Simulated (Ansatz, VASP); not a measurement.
## Al2Au in two plane-wave programs

Wanted: the spread between two codes on one cell, functional and k mesh. The cell comes out of the VASP series on this material, whose earlier steps may have relaxed, scaled or displaced it; both programs get it as it stands.

Main program and level: Ansatz 0.2.0; plane waves, with VASP 6.6.1 beside it; relaxation of cell and atoms at PBEsol with D3(BJ).

### 1. The starting structure

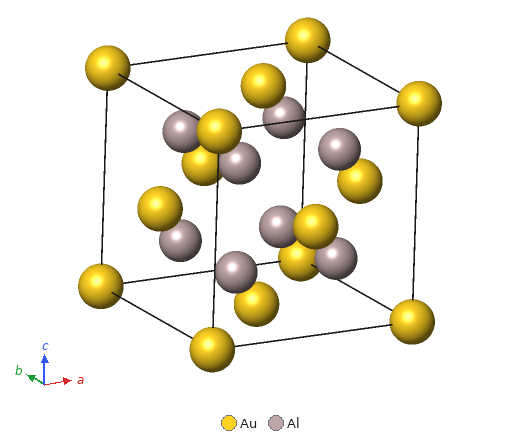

The starting structure, seen slightly off an axis (gold yellow, aluminium light grey). This picture shows the conventional cell, with its axes. Some periodic images of atoms are drawn too.

Structure file:

```cif
data_structure
_symmetry_space_group_name_H-M 'P 1'
_symmetry_Int_Tables_number 1
_cell_length_a 4.2028
_cell_length_b 4.2028
_cell_length_c 4.2028
_cell_angle_alpha 60.000
_cell_angle_beta 60.000
_cell_angle_gamma 60.000
_cell_volume 52.49
loop_
_atom_site_label
_atom_site_type_symbol
_atom_site_fract_x
_atom_site_fract_y
_atom_site_fract_z
_atom_site_occupancy
Au1 Au 0.00000 0.00000 0.00000 1
Al2 Al 0.75000 0.75000 0.75000 1
Al3 Al 0.25000 0.25000 0.25000 1
```

### 2. Ansatz: relaxation of cell and atoms, PBEsol with D3(BJ)

Ansatz runs on its default PAW (the set named soft_2) files.

The relaxed volume is the usual yardstick between codes: its relative difference is about their pressure difference at one cell divided by the bulk modulus.

Input file input.yaml:

```yaml
crystal:
  lattice:
    - [0.0, 2.9717957237, 2.9717957237]
    - [2.9717957237, 0.0, 2.9717957237]
    - [2.9717957237, 2.9717957237, 0.0]
  atoms:
    - { symbol: Au, position: [0.0, 0.0, 0.0] }
    - { symbol: Al, position: [0.75, 0.75, 0.75] }
    - { symbol: Al, position: [0.25, 0.25, 0.25] }
hamiltonian:
  xc: pbesol
  pseudopotentials: { kind: paw }
  dispersion: d3bj
kpoints:
  mp_grid: { grid: [10, 10, 10] }
scf:
  occupations: { method: methfessel_paxton, width: 0.15 }
relax:
  f_tol: 0.01
  max_steps: 60
  cell: { stress_tol: 0.05 }
output:
  forces: true
  stress: true
  write_density: true
  write_potential: true
  elf: true
  volumetric_format: npy
```

The run is started by

```
$ ansatz run input.yaml --threads 4 --pin off --max-ram 9216MiB --backend cpu --events-out ev --progress --plain --runs-dir out
```

Numbers of over 12 decimals in the logs are rounded to 6 here.

The program printed:

```text
Engine: ansatz 0.2.0, aarch64-unknown-linux-gnu
Pseudopotentials: kind: paw
Pseudopotential: Au, paw, valence charge 19, recommended cutoff 420 eV (normal), Au.paw.azcp
Pseudopotential: Al, paw, valence charge 3, recommended cutoff 420 eV (normal), Al.paw.azcp
Functional definition: PBEsol
  exchange = pbesol_x
  correlation = pbesol_c
Crystal: 3 atoms, lattice volume = 52.491 Å³
Basis set: ecut = 420 eV, 965 PW (Γ), exchange–correlation on 60×60×60 points (8 copies of the dense FFT grid, shifted against one another)
Bands: 17, of which v1, the nominal top of the filled ones, is band 13 counted from 1 (12 counted from 0)
Symmetry: 48 space group operations
Space group: Fm-3m (ITA 225), of the structure as read, at distance tolerance 3.7e-5 Å
k-points: 47 of 1000
Non-local potential: Au, projectors of the file, l = 0: 3, l = 1: 2, l = 2: 2, l = 3: 1
Non-local potential: Al, projectors of the file, l = 0: 2, l = 1: 2, l = 2: 1
PAW form: soft (Blöchl's): semilocal exchange-correlation on the pseudo side does not see the compensation charge
PAW frozen core: Au, regenerated for the run's functional, and the local potential with it (the file was generated under x = pbe(κ = 0.804, μ = 0.219515), c = pbe(β = 0.066725))
PAW frozen core: Al, regenerated for the run's functional, and the local potential with it (the file was generated under x = pbe(κ = 0.804, μ = 0.219515), c = pbe(β = 0.066725))
PAW one-centre angular grid: Au, 590 points (default); XC on 64 Gauss nodes
PAW one-centre angular grid: Al, 110 points (default); XC on 64 Gauss nodes
Initial density: superposition of atomic densities (neutral atoms: chi_scale 0, normalization atom), corrected by the library's trained network
Initial wavefunctions: pseudopotential atomic-orbital guess
Functional: x = pbesol(κ = 0.804, μ = 0.123457), c = pbesol(β = 0.046)
SCF iter   1: F=—  HF=-14058.701054 eV  |F-HF|=—  |Δ(HF+E_count)|=         —  Δρ=2.26e-3  dr2=2.30e-3  ethr=1.77e-3  ⟨swp⟩=5.2  Hψ=3977  notcnv=0
preconditioner: auto → Kerker (q_TF=auto, 2.411 Å⁻¹)  [metal: Δε(μ)=0.052 eV  Ē_g=9.647 eV  σ=0.150 eV  W_gap=0.29  n_scr=14 (ndim 8)  ℏωp=21.1 eV  f_vac=0.005  D(μ)=0.72/eV (n_scr^D=0)]
SCF iter   2: F=—  HF=-14058.701472 eV  |F-HF|=—  |Δ(HF+E_count)|=   4.18e-4  S|Δr|=    0.00e0  Δρ=1.48e-3  dr2=1.25e-3  ethr=9.18e-6  ⟨swp⟩=1.9  Hψ=1362  notcnv=0
SCF iter   3: F=—  HF=-14058.701727 eV  |F-HF|=—  |Δ(HF+E_count)|=   2.55e-4  S|Δr|=    0.00e0  Δρ=4.57e-4  dr2=1.42e-4  ethr=5.01e-6  ⟨swp⟩=1.9  Hψ=1065  notcnv=0
SCF iter   4: F=—  HF=-14058.701743 eV  |F-HF|=—  |Δ(HF+E_count)|=   1.57e-5  S|Δr|=    0.00e0  Δρ=1.85e-4  dr2=2.66e-5  ethr=5.68e-7  ⟨swp⟩=2.2  Hψ=1303  notcnv=0
SCF iter   5: F=—  HF=-14058.701721 eV  |F-HF|=—  |Δ(HF+E_count)|=   2.16e-5  S|Δr|=    0.00e0  Δρ=5.77e-5  dr2=2.12e-6  ethr=1.06e-7  ⟨swp⟩=2.0  Hψ=1089  notcnv=0
SCF iter   6: F=-14058.701721 eV  HF=-14058.701721 eV  |F-HF|=2.60e-8  |Δ(HF+E_count)|=   3.93e-7  S|Δr|=    0.00e0  Δρ=8.09e-6  dr2=4.37e-8  ethr=4.00e-10  ⟨swp⟩=6.8  Hψ=4959  notcnv=0
SCF 1 converged in 6 iterations: F = -14058.701721 eV  dr2 = 4.37e-8
  greatest PAW one-centre occupation: 1.001 electrons in one spin orbital (limit 2), on the Au atom at site 0 (counted from 0), in its partial waves of l = 0
relax step   1: F+E_penalty+E_count = -14058.70172071 eV  Δ(F+E_penalty+E_count) = +0.000e0 eV  max|allowed force component| = 2.737e-17 eV/Å  Δτ_max = 0.0000 Å  P = +0.176 GPa  Ω = 52.491 Å³  (6 SCF iters, dr2 threshold 1.00e-7 eV, accepted)
[...]
relax step   2: F+E_penalty+E_count = -14058.70172959 eV  Δ(F+E_penalty+E_count) = -8.876e-6 eV  max|allowed force component| = 5.551e-17 eV/Å  Δτ_max = 0.0000 Å  P = -0.049 GPa  Ω = 52.586 Å³  energy of the carried Pulay correction = -2.829e-5 eV  (4 SCF iters, dr2 threshold 7.70e-8 eV, accepted)
[...]
relax step   3: F+E_penalty+E_count = -14058.70176453 eV  Δ(F+E_penalty+E_count) = -3.494e-5 eV  max|allowed force component| = 7.093e-17 eV/Å  Δτ_max = 0.0000 Å  P = -0.049 GPa  Ω = 52.586 Å³  stress off target by 4.89e-2 GPa  SCF on the basis re-selected at this cell (its energy is not comparable with the rows above)  (6 SCF iters)
basis re-selected at this cell: Δ(F+E_penalty+E_count) = -3.494e-5 eV, ΔP = +0.000 GPa vs the last step (what re-selecting the basis moved, of the pressure what is left beyond the Pulay correction that the steps carried, after the strain that the cell walked since its last selection, with what the two solves' SCF thresholds leave and, on support functions, any second-order correction that the steps lacked; it is no m [...]
SCF converged after 6 iterations
Stability not checked: this state was not tested for a lower state beside it, because cold or Methfessel-Paxton smearing, or corrected tetrahedra, fill the levels in a way that the test cannot read (fill_not_monotonic; see scf.lower_state_search)
Free energy (F): -14058.701765 eV
Harris-Foulkes:  -14058.701765 eV  (|F-HF|=9.09e-12)
Internal energy: -14058.702368 eV  (E = F + TS)
E sigma→0 (E₀):  -14058.701915 eV
Entropy (-TS):   0.000604 eV (0.201 meV/atom)
Fermi energy:    11.528080 eV
--- Per-component energies (eV) ---
  E_band       = -369.785391
  E_kinetic    = 651.970118
  E_local      = -2935.148769  (includes V_loc(G=0)·N_el)
  E_nonlocal   = 91.985321
  E_hartree    = 1262.447949
  E_xc         = -308.087598
  E_vxc        = -336.620666  (∫ρ·V_xc dr)
  E_paw        = -10472.280405  (= ΣΔE_a)
  E_vpaw       = -366.868739  (= ΣTr[D̂ρ^β])
  E_aug_tail   = 0.001373  (compensation charges beyond the density's cutoff)
  E_ewald      = -2348.769656
  E_disp       = -1.168459  (pairwise vdW)
  E_core_change = 0.347757  (= ΣΔE_core)
  E_smearing   = 0.000604  (= −TS)
  E_closure    = 0.000000  (closes the sum)
  Σ components = -14058.701765   (vs F -14058.701765, Δ=0.00e0)
--- Forces (eV/Å), atoms counted from 1 ---
  atom   1  Au     0.00000000    -0.00000000    -0.00000000
  atom   2  Al     0.00000000    -0.00000000    -0.00000000
  atom   3  Al    -0.00000000    -0.00000000     0.00000000
  max |Σ_I F_I| component: 3.70e-17 eV/Å
--- Stress (GPa, compression-positive) ---
       -0.048927       0.000000       0.000000
        0.000000      -0.048927      -0.000000
        0.000000       0.000000      -0.048927
  P = ⅓ Tr σ = -0.0489 GPa (-0.489 kbar)
--- Band table (eV; the first three rows and the last of 47) ---
  k-point 0: bands = [... 9 lower, 5.8024, 14.0105, 14.4889, 14.4889, 14.4889, 15.6106, 15.6106, 15.6106]
  k-point 1: bands = [... 9 lower, 5.7950, 12.6817, 14.0127, 14.0127, 14.1726, 16.1345, 16.1345, 16.7500]
  k-point 2: bands = [... 9 lower, 5.7899, 10.5227, 13.2717, 13.2717, 14.3906, 16.2146, 16.2146, 16.5029]
  k-point 46: bands = [... 9 lower, 6.2632, 7.0107, 7.9663, 9.3221, 14.9968, 15.8082, 16.6494, 17.9576]
--- Relaxed structure (2 steps of the walk, 2 accepted, 1 SCFs on fresh bases) ---
  F+E_penalty+E_count = -14058.70176453 eV   max|allowed force component| = 7.093e-17 eV/Å   (the final SCF, on the basis selected at the relaxed cell)
  cell:  # Å, volume = 52.5859 Å³
    - [0, 2.973581, 2.973581]
    - [2.973581, 0, 2.973581]
    - [2.973581, 2.973581, 0]
  atoms:
    - { symbol: Au, position: [0, 0, 0] }
    - { symbol: Al, position: [0.750000, 0.750000, 0.750000] }
    - { symbol: Al, position: [0.25, 0.25, 0.25] }
```

Elapsed: 2.1 s, on 4 threads of Arm Neoverse V1, shared host; peak memory 0.37 GiB.

### 3. VASP: relaxation of cell and atoms, PBEsol with D3(BJ)

The same cell, functional, mesh and smearing now go to VASP, with its own data sets and cutoff.

Lines of VASP's logs that name or quote its potential files are left out, and so is its time.

Input file INCAR:

```
SYSTEM = Al2Au
PREC = Accurate
ENCUT = 450
EDIFF = 1E-06
NELM = 100
ISMEAR = 1
SIGMA = 0.15
LREAL = .FALSE.
ALGO = Normal
GGA = PS
IVDW = 12
NBANDS = 14
LASPH = .TRUE.
LORBIT = 11
LWAVE = .FALSE.
LCHARG = .FALSE.
KPAR = 4
IBRION = 2
NSW = 50
ISIF = 3
EDIFFG = -0.006
```

Input file POSCAR:

```
Al2Au
1.0
    0.0000000000      2.9717957237      2.9717957237
    2.9717957237      0.0000000000      2.9717957237
    2.9717957237      2.9717957237      0.0000000000
Au Al
1 2
Direct
    0.0000000000      0.0000000000      0.0000000000
    0.7500000000      0.7500000000      0.7500000000
    0.2500000000      0.2500000000      0.2500000000
```

Input file KPOINTS:

```
Automatic mesh
0
Gamma
10 10 10
0 0 0
```

PAW data sets: Au and Al (PBE family, release 64).

The run is started by

```
$ mpirun -np 4 vasp_std
```

The program printed:

```text
[banner, memory and clock lines left out]
running    4 mpi-ranks, on    1 nodes
 distrk:  each k-point on    1 cores,    4 groups
 distr:  one band on    1 cores,    1 groups

 POSCAR found type information on POSCAR AuAl
 POSCAR found :  2 types and       3 ions
|                                                                             |
|               ----> ADVICE to this user running VASP <----                  |
|                                                                             |
|     You enforced a specific xc type in the INCAR file but a different       |
|     [... a line on the potential file left out ...]
|     I HOPE YOU KNOW WHAT YOU ARE DOING!                                     |
|                                                                             |

 LDA part: xc-table for (Slater+PW92), standard interpolation
 POSCAR, INCAR and KPOINTS ok, starting setup
 FFT: planning ... GRIDC
 FFT: planning ... GRID_SOFT
 FFT: planning ... GRID
 WAVECAR not read
 entering main loop
       N       E                     dE             d eps       ncg     rms          rms(c)
DAV:   1     0.480847900277E+02    0.48085E+02   -0.64399E+03  1380   0.888E+02
DAV:   2    -0.135659344403E+02   -0.61651E+02   -0.56335E+02  1540   0.173E+02
DAV:   3    -0.148772935916E+02   -0.13114E+01   -0.12928E+01  1692   0.244E+01
DAV:   4    -0.148873791184E+02   -0.10086E-01   -0.10085E-01  1550   0.247E+00
DAV:   5    -0.148875418684E+02   -0.16275E-03   -0.16275E-03  1726   0.333E-01    0.964E+00
DAV:   6    -0.135855589480E+02    0.13020E+01   -0.58090E+00  1544   0.254E+01    0.397E+00
DAV:   7    -0.134986515321E+02    0.86907E-01   -0.26473E-01  1448   0.553E+00    0.185E+00
DAV:   8    -0.134625223895E+02    0.36129E-01   -0.23443E-02  1640   0.102E+00    0.426E-01
DAV:   9    -0.134609014303E+02    0.16210E-02   -0.29794E-03  1574   0.584E-01    0.200E-01
DAV:  10    -0.134609615343E+02   -0.60104E-04   -0.14904E-04  1538   0.967E-02    0.381E-02
DAV:  11    -0.134609540815E+02    0.74529E-05   -0.70541E-06  1706   0.217E-02    0.129E-02
DAV:  12    -0.134609540495E+02    0.31928E-07   -0.71266E-07  1060   0.630E-03
   1 F= -.14631181E+02 E0= -.14631381E+02  d E =-.146312E+02
 curvature:   0.00 expect dE= 0.000E+00 dE for cont linesearch  0.000E+00
 trial: gam= 0.00000 g(F)=  0.129E-45 g(S)=  0.500E-05 ort = 0.000E+00 (trialstep = 0.100E+01)
 search vector abs. value=  0.500E-05
 reached required accuracy - stopping structural energy minimisation
```

From OUTCAR (step 3):

```text
ion  position               nearest neighbor table
   1  0.000  0.000  0.000-   2 2.57   2 2.57   2 2.57   2 2.57   3 2.57   3 2.57   3 2.57   3 2.57

  LATTYP: Found a face centered cubic cell.
 ALAT       =     5.9435914474

 Subroutine GETGRP returns: Found 48 space group operations
 (whereof 48 operations were pure point group operations)

The static configuration has the point symmetry O_h .

 Found     47 irreducible k-points:

   k-points           NKPTS =     47   k-points in BZ     NKDIM =     47   number of bands    NBANDS=     14

   dimension x,y,z NGX =    30 NGY =   30 NGZ =   30
   dimension x,y,z NGXF=    60 NGYF=   60 NGZF=   60

   ENCUT  =  450.0 eV  33.07 Ry    5.75 a.u.   7.27  7.27  7.27*2*pi/ulx,y,z

   NELECT =      17.0000    total number of electrons

 k-points in reciprocal lattice and weights: Automatic mesh
   0.00000000  0.00000000  0.00000000       0.001
   0.10000000  0.00000000  0.00000000       0.008
   0.20000000  0.00000000  0.00000000       0.008
   0.30000000  0.00000000  0.00000000       0.008
   0.40000000  0.00000000  0.00000000       0.008
   0.50000000  0.00000000  0.00000000       0.004
   0.10000000  0.10000000  0.00000000       0.006
   0.20000000  0.10000000  0.00000000       0.024
   0.30000000  0.10000000  0.00000000       0.024
[...]
-0.30000000  0.40000000  0.20000000       0.024
  -0.30000000  0.50000000  0.20000000       0.012

 average (electrostatic) potential at core
       1 -67.1155       2 -72.2848       3 -72.2848

 E-fermi :   7.9906

 k-point     1 :       0.0000    0.0000    0.0000
  band No.  band energies     occupation
    ...
      2       1.2589      2.00000
      3       1.2589      2.00000
      4       1.2589      2.00000
      5       2.2514      2.00000
      6       2.2514      2.00000
      7      10.4984     -0.00000
      8      10.9534     -0.00000
      9      10.9534     -0.00000
     10      10.9534     -0.00000
     11      12.0802      0.00000
    ...

 k-point     2 :       0.1000    0.0000    0.0000
  band No.  band energies     occupation
    ...
      2       1.2163      2.00000
      3       1.2932      2.00000
      4       1.2932      2.00000
      5       2.2440      2.00000
      6       2.2440      2.00000
      7       9.1455     -0.00000
      8      10.4771     -0.00000
      9      10.4771     -0.00000
     10      10.6555     -0.00000
     11      12.6051      0.00000
    ...

 k-point     3 :       0.2000    0.0000    0.0000
  band No.  band energies     occupation
    ...
      3       1.3762      2.00000
      4       1.3762      2.00000
      5       2.2388      2.00000
      6       2.2388      2.00000
      7       6.9814      2.00000
      8       9.7358     -0.00000
      9       9.7358     -0.00000
     10      10.8704     -0.00000
     11      12.6880      0.00000
     12      12.6880      0.00000
    ...

 Edisp (eV)   -1.17023

  Total       0.01018     0.01018     0.01018     0.00000     0.00000    -0.00000
  in kB       0.31071     0.31071     0.31071     0.00000     0.00000    -0.00000
  external pressure =        0.31 kB  Pullay stress =        0.00 kB

  energy-cutoff  :      450.00
  volume of cell :       52.49
      direct lattice vectors                 reciprocal lattice vectors
     0.000000000  2.971795724  2.971795724    -0.168248442  0.168248442  0.168248442
     2.971795724  0.000000000  2.971795724     0.168248442 -0.168248442  0.168248442
     2.971795724  2.971795724  0.000000000     0.168248442  0.168248442 -0.168248442

 POSITION                                       TOTAL-FORCE (eV/Angst)
 -----------------------------------------------------------------------------------
      0.00000      0.00000      0.00000         0.000000      0.000000      0.000000
      4.45769      4.45769      4.45769        -0.000000      0.000000      0.000000
      1.48590      1.48590      1.48590         0.000000     -0.000000     -0.000000
 -----------------------------------------------------------------------------------
    total drift:                                0.000000     -0.000000     -0.000000

  FREE ENERGIE OF THE ION-ELECTRON SYSTEM (eV)
  ---------------------------------------------------
  free  energy   TOTEN  =       -14.6311808458 eV

  energy  without entropy=      -14.6317805788  energy(sigma->0) =      -14.63138076

 reached required accuracy - stopping structural energy minimisation

 total charge
# of ion       s       p       d       tot
------------------------------------------
    1        0.765   0.729   8.550  10.044
    2        0.394   0.369   0.000   0.763
    3        0.394   0.369   0.000   0.763
--------------------------------------------------
tot          1.554   1.466   8.550  11.569

[... 3 further parts left out ...]
```

### 4. Differences

Known differences besides the PAW data sets themselves: both relaxations stop at a tolerance, which leaves soft axes loose, and VASP keeps its plane-wave basis; the data sets hold 25 valence electrons in Ansatz (default PAW (the set named soft_2) files) and 17 in VASP; the cutoff is 420 eV in Ansatz and 450 eV in VASP; Ansatz makes its cores anew for this functional, VASP keeps those of its PBE data sets; Ansatz adds a Pulay correction to the stress that steers its cell, VASP none. Total energies have different zeros and are not compared.

Compared:

```tsv
quantity	Ansatz	VASP	difference
volume (Å³)	52.59	52.49	+0.18 %
edge a after relaxation, in the typed setting (Å)	4.205	4.203	+0.06 %
```

The walks stopped with -0.05 GPa left in Ansatz and 0.03 GPa in VASP; each walk ends within a tolerance, so the volume difference is uncertain by about these residues over the bulk modulus, most in soft cells.

### 5. Results

* difference in volume (relaxation of cell and atoms, PBEsol with D3(BJ)): 0.18 %

The difference in volume is 0.18 % (relaxation of cell and atoms, PBEsol with D3(BJ)), within the 1.2 % picked in this series as the mark of a large difference, as far as the stopping tolerances let one tell. Differences of this kind measure data sets and numerical settings, not the functional's error against experiment.

[Lines on the potential files, build, host, timing and source positions are cut from VASP's logs without a mark.]

[Logs are printed without paths, hosts, clocks, repeated set-up lines and the standing remarks that a program may print on its own settings, such as how far it seeks lower states.]

[Hosts, paths, dates, database ids (printed as entryN), source tags and the programs' standing remarks are cut or masked in the printed files.]
